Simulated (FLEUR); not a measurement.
Band structure of ScIr₃ (Pm-3m, 4 atoms in the cell).

```yaml
crystal:
  lattice:
    - [3.84833, 0.00000, 0.00000]
    - [0.00000, 3.84833, 0.00000]
    - [0.00000, 0.00000, 3.84833]
  atoms:
    - { symbol: Sc, position: [0.00000, 0.00000, 0.00000] }
    - { symbol: Ir, position: [0.00000, 0.50000, 0.50000] }
    - { symbol: Ir, position: [0.50000, 0.00000, 0.50000] }
    - { symbol: Ir, position: [0.50000, 0.50000, 0.00000] }
```

Computed with FLEUR with LDA (Perdew-Zunger), all-electron FLAPW (FLEUR), scalar-relativistic valence.

Settings: Kmax = 4.2 1/bohr; GmaxXC = 14.7 1/bohr; xcFunctional = pz; jspins = 1; l_soc = F; mode = hist; fermiSmearingEnergy = 0.00499791 Htr; mesh (inpgen div1-3) = 6 6 6; inpgen gamma flag = true; Gmax = 14.7 1/bohr; numbands = 0; maxIterBroyd = 25; imix = Anderson; alpha = 0.05.

The starting cell comes from a database of computed structures (which also holds hypothetical and non-ambient phases and stackings), without a prior relaxation at this level. Its lattice was rescaled by a random factor within 2.5 % of one. Spin-orbit coupling is off. Spin polarisation is off. Values depend on the basis (sphere radii, cutoffs, local orbitals), which need not be converged.

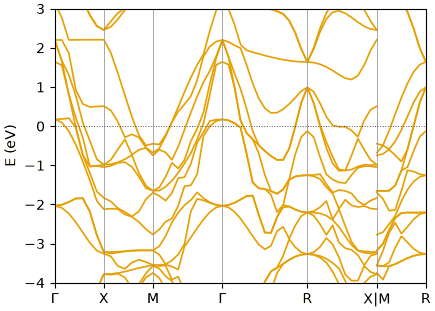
*Bands along the path, energies from the Fermi level.*

Levels in eV from the Fermi level, bands 25 to 32:
| point | 25 | 26 | 27 | 28 | 29 | 30 | 31 | 32 |
|---|---|---|---|---|---|---|---|---|
| Γ | 0.17 | 1.64 | 2.20 | 2.20 | 2.20 | 3.16 | 3.16 | 3.16 |
| X | -1.83 | -1.05 | -0.99 | -0.99 | 0.51 | 2.21 | 2.45 | 2.45 |
| M | -1.70 | -1.65 | -1.65 | -0.75 | -0.68 | -0.45 | 3.13 | 3.13 |
| R | -1.25 | -0.12 | 0.99 | 0.99 | 0.99 | 1.64 | 1.64 | 1.64 |
